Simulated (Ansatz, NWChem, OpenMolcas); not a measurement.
## How basis sets differ on C2H4BCl (SMILES C=CBCl)

C2H4BCl: 8 atoms, total charge 0, spin state singlet. SMILES: `C=CBCl`. Geometry: relaxed at PBE0-D4/def2-TZVP. This is one conformer, not always the lowest.

Each level gives the HOMO–LUMO gap (eV). The values are calculated.

| level | kind | program | value (eV) |
| --- | --- | --- | --- |
| HF/ANO-R0 (sfX2C) | Hartree–Fock | OpenMolcas | 12.65 |
| HF/ANO-RCC-MB (DKH2) | Hartree–Fock | OpenMolcas | 13.19 |
| HF/STO-3G | Hartree–Fock | Ansatz | 14.22 |
| HF/3-21G | Hartree–Fock | Ansatz | 12.66 |
| HF/6-31G** (spherical functions) | Hartree–Fock | Ansatz | 12.71 |
| HF/def2-SVP | Hartree–Fock | Ansatz | 12.63 |
| HF/def2-SVPD | Hartree–Fock | NWChem | 12.51 |
| HF/pcseg-2 | Hartree–Fock | Ansatz | 12.41 |

The values span 12.41 to 14.22 eV. A Hartree–Fock LUMO above zero doesn't converge with the basis: it sinks as sets grow more diffuse. Orbital gaps aren't excitation energies.

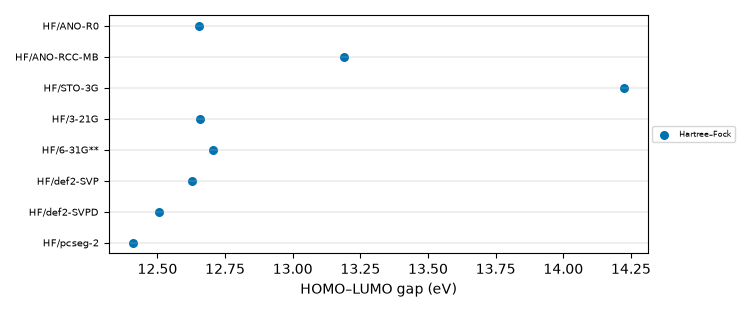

The values of the table, level by level.
